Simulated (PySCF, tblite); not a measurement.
# C4H10O2Si: geometry, infrared bands and NMR shifts

What infrared bands and NMR shifts should C4H10O2Si (`O=CCCC[SiH2]O`) show?

Computed with tblite 0.8.0 and PySCF 2.14.0, with density-fitted response routines of our own, on a single molecule in the gas phase. Atoms are numbered from 0 throughout.

### 1 The starting structure

17 atoms, charge 0, multiplicity 1; geometry from: force field or distance geometry start.

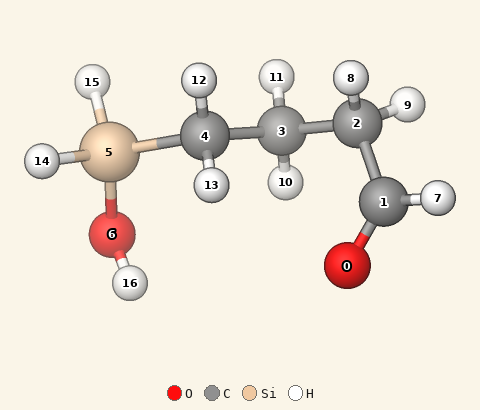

The starting geometry (oxygen red, carbon grey, silicon light orange, hydrogen white), atoms numbered.

### 2 Optimising the geometry with GFN2-xTB

Job settings and geometry (Å):

```
{"job": {"kind": "relax", "xc": "GFN2-xTB", "basis": "xTB"}, "charge": 0, "multiplicity": 1}
O     -0.937000     1.901900    -1.721200
C     -1.542500     0.896500    -2.088900
C     -1.108100    -0.522900    -1.733200
C      0.133800    -0.583300    -0.872900
C     -0.148800    -0.214800     0.604200
Si     1.353800    -0.152300     1.707600
O      2.516800     0.899300     1.143300
H     -2.437900     0.972100    -2.700100
H     -1.956700    -1.023400    -1.250600
H     -0.929500    -1.028900    -2.683600
H      0.912900     0.054200    -1.285300
H      0.521000    -1.619500    -0.897500
H     -0.868000    -0.926300     1.031000
H     -0.623400     0.769900     0.638500
H      0.949300     0.304600     3.063800
H      1.950200    -1.503300     1.827200
H      2.206900     1.788400     0.913600
```

Launch:

```sh
$ OMP_NUM_THREADS=1 python probes_run.py task.json out
```

This one command runs all jobs of the session in turn.

**Question.** This job is followed by: GFN2-xTB harmonic vibrations, gas phase; GIAO PBE0/pcSseg-1 NMR shielding, non-relativistic, gas phase. Predict these results of the whole session: strongest single infrared mode (GFN2-xTB); zero-point energy (GFN2-xTB); 13C shifts against TMS (PBE0/pcSseg-1); 1H shifts against TMS (PBE0/pcSseg-1, means over atoms taken as alike); 17O shifts against H2O (PBE0/pcSseg-1); 29Si shifts against TMS (PBE0/pcSseg-1); surface potential, least and greatest.

As calculated:

| quantity | value |
| --- | --- |
| strongest single infrared mode (GFN2-xTB) | 823 cm⁻¹, 387 km/mol |
| zero-point energy (GFN2-xTB) | 82.3 kcal/mol |
| 13C shifts against TMS (PBE0/pcSseg-1) | 207.7, 52.0, 19.5, 17.9 ppm |
| 1H shifts against TMS (PBE0/pcSseg-1, means over atoms taken as alike) | 10.18, 5.00, 2.58, 1.73, 0.91, 0.51 ppm |
| 17O shifts against H2O (PBE0/pcSseg-1) | 685.1, 9.9 ppm |
| 29Si shifts against TMS (PBE0/pcSseg-1) | -17.4 ppm |
| surface potential, least and greatest | -1.50 V and 1.73 V |

**Reading.** Over 92 steps the energy fell by 0.178 eV; of the close pairs, Si5–O6 changed most, 1.666 to 1.624 Å. No mode is imaginary among the 45: a minimum at this level. The strongest single mode, at 823 cm⁻¹, moves mainly H16. GFN2-xTB is a fitted tight-binding method: band positions and strengths are rough. Its intensities can rank the bands wrongly. The most deshielded carbon is C1 (aldehyde carbonyl carbon), at 207.7 ppm: low-lying n→π* states of the double bond to the heteroatom give a large paramagnetic term (-266 ppm). H7 (hydrogen on an aldehyde carbonyl carbon) lies farthest downfield among hydrogen, at 10.18 ppm; the formyl region, downfield of aromatic protons. At PBE0/pcSseg-1: The widest tensor belongs to O0: span 1376 ppm, with a paramagnetic part of -755 ppm. At PBE0/pcSseg-1, counted by nearest atom on the grid, the HOMO lies on O0 56 %; H7 15 %, the LUMO on C1 45 %; O0 32 %.
